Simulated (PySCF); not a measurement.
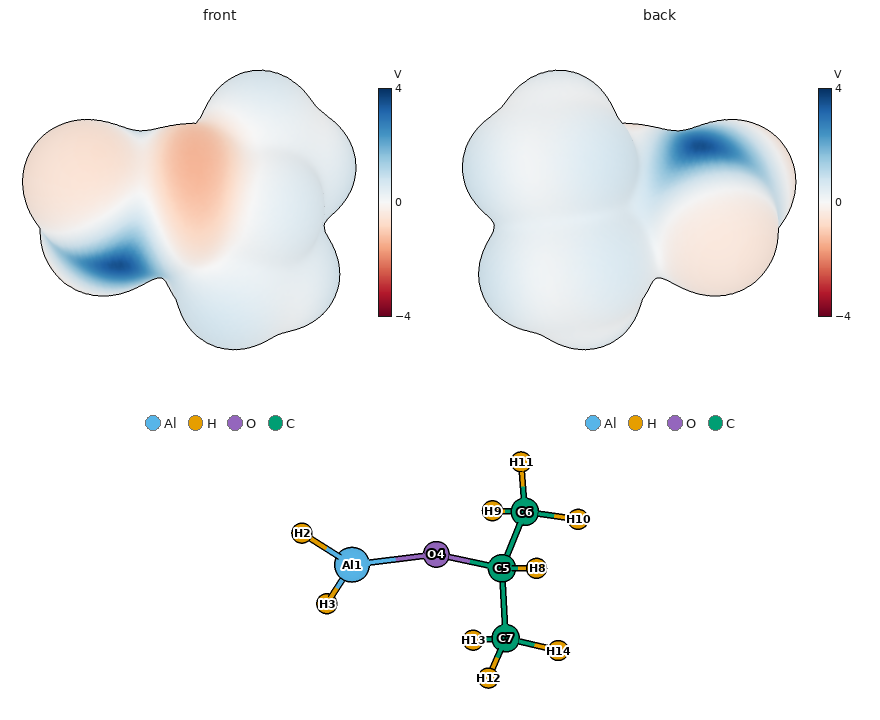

The picture shows: C3H9AlO (AlH2(OiPr)). The molecular electrostatic potential painted on the density surface at 0.002 e/bohr³, seen from the front and from behind; the colour scale runs from red (negative) to blue (positive). The bare structure is drawn below in the same view.

Geometry: PBE0-D3(BJ)/def2-SVP.

Level of theory: CAM-B3LYP/def2-SVPD, SCF density, gas phase in PySCF 2.14.0.

```xyz
14

Al    0.8994    1.8570   -1.2413
H     2.2432    2.3954   -1.8774
H    -0.5092    2.5664   -1.4327
O     1.0518    0.4426   -0.3159
C     0.3405   -0.4810    0.4568
C    -0.2072   -1.5879   -0.4305
C    -0.7538    0.1943    1.2692
H     1.0615   -0.9364    1.1629
H    -0.9505   -1.1814   -1.1361
H    -0.6957   -2.3732    0.1665
H     0.6052   -2.0485   -1.0114
H    -0.3320    0.9963    1.8944
H    -1.5150    0.6375    0.6060
H    -1.2577   -0.5248    1.9328
```

### Which sites attract a positive test charge, and which a negative one?

A positive charge is drawn to the negative regions and a negative charge to the positive ones. The most negative region (about −1.3 V) lies over O4, the most positive (about +3.4 V) over Al1. O4 is the likeliest acceptor of a hydrogen bond.

### What dipole moment does the calculation give?

Its dipole moment is 1.12 D.
